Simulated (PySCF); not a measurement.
Sn(H)3(tBu), SMILES C[C](C)(C)[SnH3] (C4H12Sn) at its GFN2-xTB optimised geometry (Å):

```
17

Sn     0.5538     0.7101     0.0000
C     -0.3227    -0.4406     1.6810
C     -1.8354    -0.3196     1.6241
C      0.1959     0.1284     2.9900
C      0.0881    -1.8965     1.5476
H      0.1091     2.3240     0.0000
H      2.2279     0.7101     0.0000
H      0.1090     0.1261    -1.5045
H     -2.2797    -0.8827     2.4447
H     -2.1513     0.7176     1.7176
H     -2.2279    -0.7183     0.6907
H     -0.0841     1.1739     3.1037
H      1.2798     0.0518     3.0509
H     -0.2290    -0.4273     3.8257
H      1.1704    -2.0054     1.5815
H     -0.2737    -2.3240     0.6145
H     -0.3348    -2.4739     2.3695
```

Calculation: CAM-B3LYP/def2-SVP, def2 effective core potentials past Kr (PySCF). The core electrons that the potentials of Sn replace are not part of the density. Cells within 0.4 Å of a nucleus heavier than hydrogen are left out (blank, or x).

Map of the HOMO amplitude (bohr^(-3/2)) on the plane z = 1.2 Å; orbital energy -8.53 eV, overall sign arbitrary:

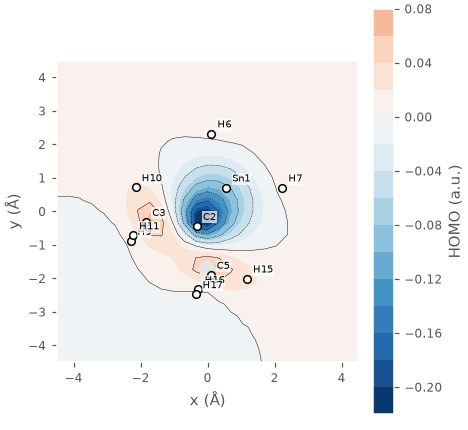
HOMO amplitude (bohr^(-3/2)) on the plane z = 1.2 Å.
